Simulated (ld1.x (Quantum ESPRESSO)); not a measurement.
**Pseudopotential generation for F: TM, PBE**

Aim: build the potential from the settings below, then test how well it stands in for the atom: other configurations, scattering, ghost states and the plane-wave cutoff that it needs.

The numbers are computed with ld1.x (Quantum ESPRESSO) 7.5 (PBE, scalar-relativistic, spin-unpolarised reference atom).

### 1 The design

Typed settings, in words:

| Item | Value |
| --- | --- |
| element | fluorine (F, Z = 9) |
| type | norm-conserving Troullier–Martins (Kleinman–Bylander form) |
| frozen core | [He] |
| valence charge | 7 |
| reference configuration | 2s2 2p5 |
| partial waves | 2s (bound): rc 0.60 bohr; 2p (bound): rc 1.05 bohr |
| local potential | the p channel |
| core correction | Bessel-smoothed model core, default radius (core density twice the valence density) |

### 2 The generation run

Input file F.in:

```
 &input
   title='F', zed=9., rel=1, dft='PBE', iswitch=3,
   config='[He] 2s2 2p5',
   nld=2, rlderiv=1.15, eminld=-4.0, emaxld=5.0, deld=0.02
 /
 &inputp
   pseudotype=2, tm=.true., lloc=1,
   nlcc=.true., new_core_ps=.true.,
   file_pseudopw='F.UPF', file_wfcaegen='ae.wfc', file_wfcncgen='nc.wfc', file_beta='beta', file_chi='chi'
 /
2
2S  1  0   2.00   0.00  0.60  0.60  0.0
2P  2  1   5.00   0.00  1.05  1.05  0.0
 &test
   configts(1)='2s2 2p5'
 /
```

The run is started by

```sh
$ ld1.x < F.in > F.out
```

The output, F.out (without the banner and most projector matrices):

```text
     Program LD1 v.7.5
     --------------------------- All-electron run ----------------------------

     F
     scalar relativistic calculation

     atomic number is  9.00
     dft =PBE   lsd =0 sic =0 latt =0  beta=0.20 tr2=1.0E-14
     Exchange-correlation= PBE
                           (   1   4   3   4   0   0   0)
     mesh =1105 r(mesh) =  99.76081 a.u. xmin = -7.00 dx = 0.01250
     1 Ry =  13.60569312 eV, c = 137.03599908

     n l     nl                  e(Ry)          e(Ha)          e(eV)
     1 0     1S 1( 2.00)       -48.7570       -24.3785      -663.3734
     2 0     2S 1( 2.00)        -2.1976        -1.0988       -29.8996
     2 1     2P 1( 5.00)        -0.8167        -0.4083       -11.1117

     final scf error:  6.3E-15 reached in  26 iterations

     Etot =    -199.489330 Ry,     -99.744665 Ha,   -2714.190600 eV

     Ekin =     199.322998 Ry,      99.661499 Ha,    2711.927538 eV
     Encl =    -477.724055 Ry,    -238.862027 Ha,   -6499.766885 eV
     Eh   =      99.339620 Ry,      49.669810 Ha,    1351.584389 eV
     Exc  =     -20.427893 Ry,     -10.213946 Ha,    -277.935642 eV

     normalization and overlap integrals

     s(1S/1S) =  1.000000  <r> =   0.1763  <r2> =    0.0420  r(max) =   0.1139
     s(2S/2S) =  1.000000  <r> =   1.0034  <r2> =    1.2282  r(max) =   0.7617
     s(2P/2P) =  1.000000  <r> =   1.1050  <r2> =    1.6384  r(max) =   0.7066

     ------------------------ End of All-electron run ------------------------

     --------------------- Generating NC pseudopotential ---------------------

      Generating local pot.: lloc=1, matching radius rcloc =   1.0500

      Computing core charge for nlcc:

       r > 0.28 : true rho core
      Core charge pseudized with two Bessel functions
      Integrated core pseudo-charge :   1.45

      Wfc   2S  rcut= 0.593  Using Troullier-Martins method

     ------------------- End of pseudopotential generation -------------------

     [... the all-electron block is printed once more ...]


     Computing logarithmic derivative in   1.14344
     Computing logarithmic derivative in   1.14344
     Computing the partial wave expansion
     R is outside the sphere for l=    0 j= 0.00
       no projector for channel:   1

     ---------------------- Testing the pseudopotential ----------------------

     F
     scalar relativistic calculation

     atomic number is  9.00   valence charge is  7.00
     dft =PBE   lsd =0 sic =0 latt =0  beta=0.20 tr2=1.0E-14
     mesh =1105 r(mesh) =  99.76081 xmin = -7.00 dx = 0.01250

     n l     nl             e AE (Ry)        e PS (Ry)    De AE-PS (Ry)
     1 0     2S   1( 2.00)       -2.19758       -2.19761        0.00003
     2 1     2P   1( 5.00)       -0.81670       -0.81671        0.00002

     eps = 6.4E-15  iter = 25

     Etot =    -199.489330 Ry,     -99.744665 Ha,   -2714.190600 eV
     Etotps =   -53.899164 Ry,     -26.949582 Ha,    -733.335481 eV

     Ekin =      35.146633 Ry,      17.573316 Ha,     478.194302 eV
     Encl =    -120.906425 Ry,     -60.453212 Ha,   -1645.015713 eV
     Ehrt =      42.242432 Ry,      21.121216 Ha,     574.737571 eV
     Ecxc =     -15.064742 Ry,      -7.532371 Ha,    -204.966253 eV
     (Ecc =      -5.689541 Ry,      -2.844770 Ha,     -77.410143 eV)
     Epseu=       4.682938 Ry,       2.341469 Ha,      63.714613 eV

     ---------------------- End of pseudopotential test ----------------------
```

It took 0.88 s on 1 thread, shared host. This counts the later configuration tests of the new file too.

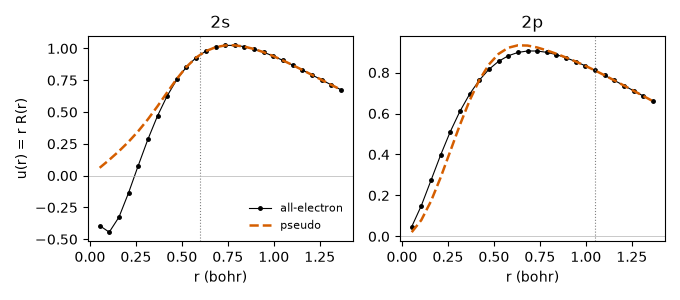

All-electron and pseudo partial waves (2s, 2p), with the matching radii dotted. The curves join 26 sampled radii.

### 3 Transferability test

Input file F.test.in:

```
 &input
   title='F', zed=9., rel=1, dft='PBE', iswitch=2,
   config='[He] 2s2 2p5'
 /
 &test
   file_pseudo='F.UPF', nconf=8,
   configts(1)='2s2 2p5',
   configts(2)='2s2 2p4',
   configts(3)='2s2 2p3',
   configts(4)='2s2 2p2',
   configts(5)='2s1 2p6',
   configts(6)='2s2 2p1',
   configts(7)='2s2 2p5.3',
   configts(8)='2s1 2p5'
 /
```

The run is started by

```sh
$ ld1.x < F.test.in > F.test.out
```

F.test.out, the pseudopotential blocks:

```text
     ---------------------- Testing the pseudopotential ----------------------

     F
     scalar relativistic calculation

     atomic number is  9.00   valence charge is  7.00
     dft =PBE   lsd =0 sic =0 latt =0  beta=0.20 tr2=1.0E-14
     mesh =1105 r(mesh) =  99.76081 xmin = -7.00 dx = 0.01250

     n l     nl             e AE (Ry)        e PS (Ry)    De AE-PS (Ry)
     1 0     2S   1( 2.00)       -2.19758       -2.19761        0.00003
     2 1     2P   1( 5.00)       -0.81670       -0.81671        0.00002

     eps = 6.6E-15  iter = 31

     Etot =    -199.489330 Ry,     -99.744665 Ha,   -2714.190600 eV
     Etotps =   -53.899164 Ry,     -26.949582 Ha,    -733.335487 eV

     Ekin =      35.146633 Ry,      17.573317 Ha,     478.194303 eV
     Encl =    -120.906426 Ry,     -60.453213 Ha,   -1645.015726 eV
     Ehrt =      42.242433 Ry,      21.121216 Ha,     574.737577 eV
     Ecxc =     -15.064742 Ry,      -7.532371 Ha,    -204.966254 eV
     (Ecc =      -5.689541 Ry,      -2.844770 Ha,     -77.410143 eV)
     Epseu=       4.682938 Ry,       2.341469 Ha,      63.714613 eV

     ---------------------- End of pseudopotential test ----------------------

     ---------------------- Testing the pseudopotential ----------------------

     F
     [...]
     n l     nl             e AE (Ry)        e PS (Ry)    De AE-PS (Ry)
     1 0     2S   1( 2.00)       -3.48292       -3.48514        0.00222
     2 1     2P   1( 4.00)       -2.08065       -2.08101        0.00035

     eps = 1.6E-15  iter = 14

     Etot =    -198.064175 Ry,     -99.032088 Ha,   -2694.800384 eV
     Etotps =   -52.473622 Ry,     -26.236811 Ha,    -713.939994 eV
     dEtot_ae =       1.425155 Ry
     dEtot_ps =       1.425542 Ry,   Delta E=      -0.000388 Ry

     [...]
     ---------------------- End of pseudopotential test ----------------------

     ---------------------- Testing the pseudopotential ----------------------

     F
     [...]
     n l     nl             e AE (Ry)        e PS (Ry)    De AE-PS (Ry)
     1 0     2S   1( 2.00)       -4.99731       -5.00096        0.00365
     2 1     2P   1( 3.00)       -3.60167       -3.59849       -0.00319

     eps = 4.8E-15  iter = 10

     Etot =    -195.242940 Ry,     -97.621470 Ha,   -2656.415526 eV
     Etotps =   -49.653093 Ry,     -24.826546 Ha,    -675.564740 eV
     dEtot_ae =       4.246390 Ry
     dEtot_ps =       4.246072 Ry,   Delta E=       0.000318 Ry

     [...]
     ---------------------- End of pseudopotential test ----------------------

     ---------------------- Testing the pseudopotential ----------------------

     F
     [...]
     n l     nl             e AE (Ry)        e PS (Ry)    De AE-PS (Ry)
     1 0     2S   1( 2.00)       -6.70364       -6.70364        0.00000
     2 1     2P   1( 2.00)       -5.34782       -5.33002       -0.01780  !

     eps = 9.4E-16  iter = 14

     Etot =    -190.786158 Ry,     -95.393079 Ha,   -2595.777923 eV
     Etotps =   -45.205317 Ry,     -22.602659 Ha,    -615.049676 eV
     dEtot_ae =       8.703171 Ry
     dEtot_ps =       8.693847 Ry,   Delta E=       0.009324 Ry

     [...]
     ---------------------- End of pseudopotential test ----------------------

     ---------------------- Testing the pseudopotential ----------------------

     F
     [...]
     n l     nl             e AE (Ry)        e PS (Ry)    De AE-PS (Ry)
     1 0     2S   1( 1.00)       -2.23280       -2.23149       -0.00132
     2 1     2P   1( 6.00)       -0.84819       -0.84892        0.00073

     eps = 1.5E-15  iter = 17

     Etot =    -198.106554 Ry,     -99.053277 Ha,   -2695.376983 eV
     Etotps =   -52.517407 Ry,     -26.258704 Ha,    -714.535728 eV
     dEtot_ae =       1.382775 Ry
     dEtot_ps =       1.381757 Ry,   Delta E=       0.001019 Ry

     [...]
     ---------------------- End of pseudopotential test ----------------------

     ---------------------- Testing the pseudopotential ----------------------

     F
     [...]
     n l     nl             e AE (Ry)        e PS (Ry)    De AE-PS (Ry)
     1 0     2S   1( 2.00)       -8.57765       -8.56257       -0.01508  !
     2 1     2P   1( 1.00)       -7.29740       -7.24354       -0.05386  !

     eps = 3.9E-16  iter = 14

     Etot =    -184.479831 Ry,     -92.239915 Ha,   -2509.975963 eV
     Etotps =   -38.932300 Ry,     -19.466150 Ha,    -529.700923 eV
     dEtot_ae =      15.009499 Ry
     dEtot_ps =      14.966864 Ry,   Delta E=       0.042635 Ry

     [...]
     ---------------------- End of pseudopotential test ----------------------

     ---------------------- Testing the pseudopotential ----------------------

     F
     [...]
     n l     nl             e AE (Ry)        e PS (Ry)    De AE-PS (Ry)
     1 0     2S   1( 2.00)       -1.86725       -1.86687       -0.00038
     2 1     2P   1( 5.30)       -0.49676       -0.49659       -0.00017

     eps = 5.1E-16  iter = 12

     Etot =    -199.685554 Ry,     -99.842777 Ha,   -2716.860368 eV
     Etotps =   -54.095384 Ry,     -27.047692 Ha,    -736.005195 eV
     dEtot_ae =      -0.196224 Ry
     dEtot_ps =      -0.196220 Ry,   Delta E=      -0.000004 Ry

     [...]
     ---------------------- End of pseudopotential test ----------------------

     ---------------------- Testing the pseudopotential ----------------------

     F
     [...]
     n l     nl             e AE (Ry)        e PS (Ry)    De AE-PS (Ry)
     1 0     2S   1( 1.00)       -3.49542       -3.49748        0.00206
     2 1     2P   1( 5.00)       -2.08974       -2.09266        0.00292

     eps = 4.6E-15  iter = 14

     Etot =    -196.660171 Ry,     -98.330085 Ha,   -2675.697932 eV
     Etotps =   -51.069136 Ry,     -25.534568 Ha,    -694.830997 eV
     dEtot_ae =       2.829159 Ry
     dEtot_ps =       2.830028 Ry,   Delta E=      -0.000869 Ry

     [...]
     ---------------------- End of pseudopotential test ----------------------
```

Energies count from the reference configuration 2s2 2p5; the error is all-electron less pseudo.

| valence configuration | charge | ΔE all-electron (eV) | error AE − PS (meV) |
| --- | --- | --- | --- |
| 2s2 2p4 | +1 | 19.390 | -5.3 |
| 2s2 2p3 | +2 | 57.775 | +4.3 |
| 2s2 2p2 | +3 | 118.413 | +127 |
| 2s1 2p6 | 0 | 18.814 | +14 |
| 2s2 2p1 | +4 | 204.215 | +580 |
| 2s2 2p5.3 | -0.3 | -2.670 | -0.1 |
| 2s1 2p5 | +1 | 38.493 | -12 |

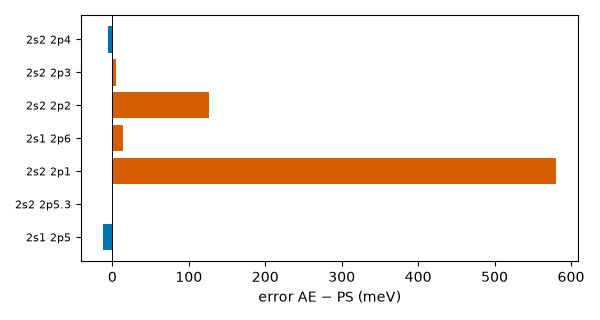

Error of the potential in each test configuration.

### 4 Does it scatter like the atom?

Taken from the files of the generation run. The phase is arctan(r·u′/u) with u = r·R, unwrapped, with energies in Ry. A pole is an energy at which the radial function vanishes at the test radius. The pseudo phase is shifted by a multiple of π to meet the all-electron one at the reference energy. Levels narrower than the energy grid can be missing from the poles. The last column is the largest difference on the grid between −1 and +1 Ry.

| channel | radius (bohr) | reference (Ry) | poles AE | poles PS | window around the reference with phases within 0.05 rad (Ry) | largest difference near zero (rad) |
| --- | --- | --- | --- | --- | --- | --- |
| s | 1.14 | -2.20 | 2.18 | 2.22 | the whole range | 0.002 |
| p | 1.14 | -0.82 | 2.59 | 2.70 | the whole range | 0.004 |

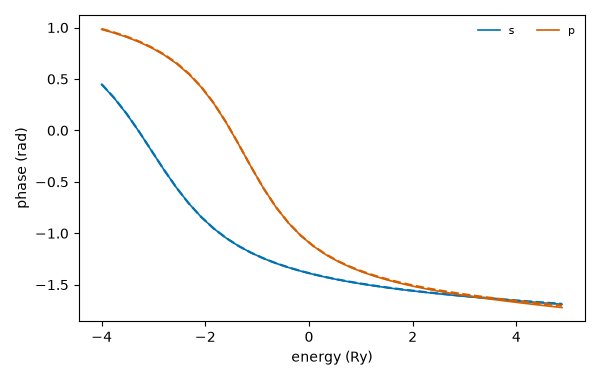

All-electron (solid) and pseudo (dashed) phases against energy.

### 5 Plane-wave convergence, by spherical Bessel functions

This step uses the generator's waves and projectors in a separate script. Basis: spherical Bessel functions vanishing at 20 bohr, q² up to the cutoff; potential fixed at the reference.

All-electron valence levels (Ry): 2s -2.1976, 2p -0.8167. The lowest levels of each channel (Ry) by cutoff; the last column sums, over occupied levels, occupation times the distance from the level at 400 Ry. A positive value at high cutoff is not a bound level.

```csv
cutoff (Ry),s #1,p #1,d #1,f #1,Σ f·Δε (mRy)
8,-1.9238,-0.0053,0.0806,0.1213,4604.2
21,-2.0095,-0.1927,0.0806,0.1213,3495.6
50,-2.1296,-0.6385,0.0806,0.1213,1026.6
90,-2.1883,-0.8058,0.0806,0.1213,72.7
180,-2.1936,-0.8165,0.0806,0.1213,8.6
260,-2.1970,-0.8167,0.0806,0.1213,0.7
350,-2.1972,-0.8167,0.0806,0.1213,0.2
400,-2.1974,-0.8167,0.0806,0.1213,0.0
```

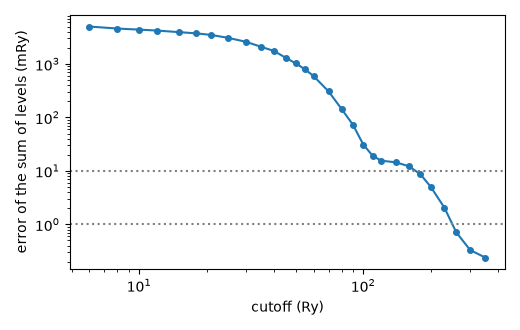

Occupation-weighted error of the valence levels against the cutoff; the dotted lines mark 10 and 1 mRy.

The sum stays within 10 mRy from 180 Ry and within 1 mRy from 260 Ry. The sum leaves out empty levels, which can need more. Ghost test: no level below the all-electron spectrum of its channel (s, p, d, f tested).

### 6 Summary of results

| quantity | value |
| --- | --- |
| cutoffs for 10 and 1 mRy, occupied levels | 180 Ry and 260 Ry |
| bound ghosts | none found |
| largest test error (AE − PS) | +580 meV, for 2s2 2p1 |
| largest phase difference near zero energy, channels read | 0.004 rad |

**Reading.** The worst unpolarised test, 2s2 2p1, is off by 580 meV on 204.2 eV; by total energies transferability rates as fair for so large an energy. That test lies far up in energy; among those under 40 eV, nearer to bonding, the largest error is 14 meV. The potential is very hard: the looser tolerance needs 180 Ry. The slowest occupied level is 2s: taken alone it needs 230 Ry to come within 1 mRy, against 120 Ry for 2p. No bound ghost shows below the valence levels. Near zero energy the phases of the channels with partial waves agree within 0.004 rad.
